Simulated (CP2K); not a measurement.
**GeF2 (SMILES [F][Ge][F]) at Pade/SZV-MOLOPT-SR-GTH (core potential)**

What is the energy change on altering one bond length of GeF2 at Pade/SZV-MOLOPT-SR-GTH (core potential)? 

Program for the calculation: CP2K 2026.2.

4 further runs of the same task are left out: 1 that didn't finish, 3 set aside as unsound or not needed.

**1. The molecule**

The species is GeF2 (3 atoms), meant as a singlet with charge 0. As SMILES, `[F][Ge][F]`. Geometry: relaxed at PBE0-D4/def2-TZVP.

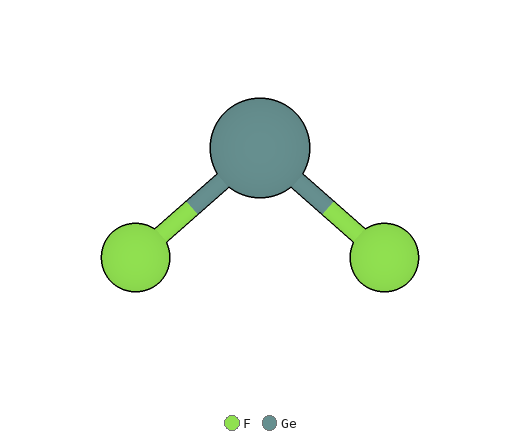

The structure, seen from a chosen angle (fluorine green, germanium teal).

**2. A single-point energy at Pade/SZV-MOLOPT-SR-GTH (core potential)**

The input, mol.inp:

```
&GLOBAL
  PROJECT mol
  RUN_TYPE ENERGY
  PRINT_LEVEL MEDIUM
&END

&FORCE_EVAL
  METHOD QUICKSTEP
  &DFT
    BASIS_SET_FILE_NAME BASIS_MOLOPT
    POTENTIAL_FILE_NAME GTH_POTENTIALS
    &QS
      METHOD GPW
      EPS_DEFAULT 1.0E-10
    &END
    ! plane-wave cutoff in Ry
    &MGRID
      CUTOFF 400
      REL_CUTOFF 50
      NGRIDS 4
    &END
    &POISSON
      PERIODIC NONE
      POISSON_SOLVER MULTIPOLE
    &END
    &SCF
      SCF_GUESS ATOMIC
      EPS_SCF 1.0E-06
      MAX_SCF 100
      ADDED_MOS 5
      &DIAGONALIZATION
        ALGORITHM STANDARD
      &END
      &MIXING
        METHOD BROYDEN_MIXING
        ALPHA 0.4
        NBUFFER 8
      &END
    &END
    &XC
      &XC_FUNCTIONAL PADE
      &END
    &END
    &PRINT
      &MOMENTS
        PERIODIC F
        REFERENCE COM
        MAX_MOMENT 1
      &END
      &MO ON
        ENERGIES T
        OCCUPATION_NUMBERS T
        NDIGITS 6
        &EACH
          QS_SCF 0
        &END
        ADD_LAST NUMERIC
      &END
      &HIRSHFELD OFF
      &END
    &END
  &END
  &SUBSYS
    ! box in angstrom
    &CELL
      ABC 8.3 9.4 7.8
      PERIODIC NONE
    &END
    &COORD
      F     -0.675900    -1.101800    -0.497500
      Ge     0.637500    -0.295200     0.320200
      F      0.027600     1.332100     0.164100
    &END
    &TOPOLOGY
      &CENTER_COORDINATES
      &END
    &END
    &KIND F
      BASIS_SET SZV-MOLOPT-SR-GTH-q7
      POTENTIAL GTH-PADE-q7
    &END
    &KIND Ge
      BASIS_SET SZV-MOLOPT-SR-GTH-q4
      POTENTIAL GTH-PADE-q4
    &END
  &END
&END
```

Command:

```console
$ OMP_NUM_THREADS=1 cp2k.psmp -i mol.inp > mol.out 2>&1
```

Log:

```text
CP2K| version string:                                       CP2K version 2026.2
[...]
 GLOBAL| Method name                                                        CP2K
[...]
 GLOBAL| Run type                                                         ENERGY
[...]
 *** WARNING in qs_environment.F:2210 :: More added MOs requested than     ***
 *** available. The full set of unoccupied MOs will be used. Use           ***
 *** 'ADDED_MOS -1' to always use all available MOs and to get rid of this ***
[...]
 DFT| Spin restricted Kohn-Sham (RKS) calculation                            RKS
 DFT| Multiplicity                                                             1
[...]
 DFT| Charge                                                                   0
[...]
 FUNCTIONAL| PADE:
 QS| Method:                                                                 GPW
[...]
 QS| Density cutoff [a.u.]:                                                200.0
[...]
 QS| Relative density cutoff [a.u.]:                                        25.0
[...]
                             - Atoms:                                          3
[...]
                             - Spherical basis functions:                     12
[...]
 Number of electrons:                                                         18
[...]
     1 NoMix/Diag. 0.40E+00    0.2     0.60903496       -52.1157962124 -5.21E+01
[...]
    15 Broy./Diag. 0.40E+00    0.4     0.00000078       -52.3088563959  8.36E-06
  *** SCF run converged in    15 steps ***
[...]
  Overlap energy of the core charge distribution:               0.00000025701260
  Self energy of the core charge distribution:               -134.86715665885839
  Core Hamiltonian energy:                                     38.89164198955859
  Hartree energy:                                              54.04996444332473
  Exchange-correlation energy:                                -10.38330642691002
  Total energy:                                               -52.30885639587248
[...]
                     Mulliken Population Analysis
 #  Atom  Element  Kind  Atomic population                           Net charge
       1     F        1          7.446771                             -0.446771
       2     Ge       2          3.106277                              0.893723
       3     F        1          7.446952                             -0.446952
 # Total charge                             18.000000                 -0.000000
[...]
  Dipole moment [Debye]
    X=  0.2169957E+01 Y= -0.9342022E+00 Z=  0.1098122E+01  Total=      2.6052486
 ENERGY| Total FORCE_EVAL ( QS ) energy [hartree]            -52.308856395872482
[...]
```

Wall time 7.5 s (1 thread of Intel Xeon 6975P-C (Granite Rapids), shared host); peak memory 0.91 GiB.

**3. The distorted shape**

The input, qs.inp:

```
&global
 project qs
 run_type ENERGY
 print_level MEDIUM
&end global
&force_eval
 method Quickstep
 &dft
  basis_set_file_name BASIS_MOLOPT
  potential_file_name GTH_POTENTIALS
  charge 0
  multiplicity 1
  &qs
   method GPW
   eps_default 1.0E-10
  &end qs
  &mgrid
   cutoff 400
   rel_cutoff 50
   ngrids 4
  &end mgrid
  &poisson
   periodic NONE
   poisson_solver MULTIPOLE
  &end poisson
  &scf
   scf_guess ATOMIC
   eps_scf 1.0E-06
   max_scf 150
   added_mos 5
   &diagonalization
    algorithm STANDARD
   &end diagonalization
   &mixing
    method DIRECT_P_MIXING
    alpha 0.4
   &end mixing
  &end scf
  &xc
   &xc_functional PADE
   &end xc_functional
  &end xc
  &print
   &moments
    periodic F
    reference COM
    max_moment 1
   &end moments
   &mo ON
    energies T
    occupation_numbers T
    ndigits 6
    &each
     qs_scf 0
    &end each
    add_last NUMERIC
   &end mo
   &hirshfeld OFF
   &end hirshfeld
  &end print
 &end dft
 &subsys
  &cell
   abc [angstrom] 8.5 9.6 7.9
   periodic NONE
  &end cell
  &coord
   UNIT bohr
   F     -1.6495646    -2.3107420    -1.1719269
   Ge     1.2047004    -0.5578472     0.6050903
   F      0.0521564     2.5173042     0.3101041
  &end coord
  &topology
   &center_coordinates
   &end center_coordinates
  &end topology
  &kind F
   basis_set SZV-MOLOPT-SR-GTH-q7
   potential GTH-PADE-q7
  &end kind
  &kind Ge
   basis_set SZV-MOLOPT-SR-GTH-q4
   potential GTH-PADE-q4
  &end kind
 &end subsys
&end force_eval
```

Command:

```console
$ OMP_NUM_THREADS=1 cp2k.psmp qs.inp > qs.out
```

Log:

```text
CP2K| version string:                                       CP2K version 2026.2
[...]
 GLOBAL| Method name                                                        CP2K
[...]
 GLOBAL| Run type                                                         ENERGY
[...]
 *** WARNING in qs_environment.F:2210 :: More added MOs requested than     ***
 *** available. The full set of unoccupied MOs will be used. Use           ***
 *** 'ADDED_MOS -1' to always use all available MOs and to get rid of this ***
[...]
 DFT| Spin restricted Kohn-Sham (RKS) calculation                            RKS
 DFT| Multiplicity                                                             1
[...]
 DFT| Charge                                                                   0
[...]
 FUNCTIONAL| PADE:
 QS| Method:                                                                 GPW
[...]
 QS| Density cutoff [a.u.]:                                                200.0
[...]
 QS| Relative density cutoff [a.u.]:                                        25.0
[...]
                             - Atoms:                                          3
[...]
                             - Spherical basis functions:                     12
[...]
 Number of electrons:                                                         18
[...]
     1 P_Mix/Diag. 0.40E+00    0.2     0.63426760       -52.0417278711 -5.20E+01
[...]
    13 DIIS/Diag.  0.18E-06    0.2     0.00000043       -52.3018695434 -4.38E-11
  *** SCF run converged in    13 steps ***
[...]
  Overlap energy of the core charge distribution:               0.00000012899538
  Self energy of the core charge distribution:               -134.86715665885839
  Core Hamiltonian energy:                                     38.75005810655000
  Hartree energy:                                              54.14946316787363
  Exchange-correlation energy:                                -10.33423428795281
  Total energy:                                               -52.30186954339221
[...]
                     Mulliken Population Analysis
 #  Atom  Element  Kind  Atomic population                           Net charge
       1     F        1          7.444710                             -0.444710
       2     Ge       2          3.121719                              0.878281
       3     F        1          7.433571                             -0.433571
 # Total charge                             18.000000                  0.000000
[...]
  Dipole moment [Debye]
    X=  0.2945783E+01 Y= -0.3794128E+00 Z=  0.1592080E+01  Total=      3.3699130
 ENERGY| Total FORCE_EVAL ( QS ) energy [hartree]            -52.301869543392208
[...]
```

It took 4.8 s on 1 thread of Intel Xeon 6975P-C (Granite Rapids), shared host; peak memory 0.58 GiB.

**4. Summary of results**

Level: Pade/SZV-MOLOPT-SR-GTH (core potential).

```
                                                          quantity         value
                                         first shape: total energy  -52.30886 Eh
                                        first shape: dipole moment        2.61 D
                                          first shape: HOMO energy      -6.26 eV
                                          first shape: LUMO energy      -2.16 eV
                                        first shape: HOMO–LUMO gap       4.11 eV
                                     distorted shape: total energy  -52.30187 Eh
                                    distorted shape: dipole moment        3.37 D
                                      distorted shape: HOMO energy      -6.25 eV
                                      distorted shape: LUMO energy      -2.62 eV
                                    distorted shape: HOMO–LUMO gap       3.63 eV
energy change with the F1–Ge2 bond stretched from 1.745 to 2.007 Å      0.190 eV
```

In words: With the F1–Ge2 bond stretched from 1.745 to 2.007 Å the energy rises by 0.19 eV (18.3 kJ/mol). The first shape isn't relaxed at this level, so the change isn't measured from a minimum. The minimal basis adds a large error of its own.
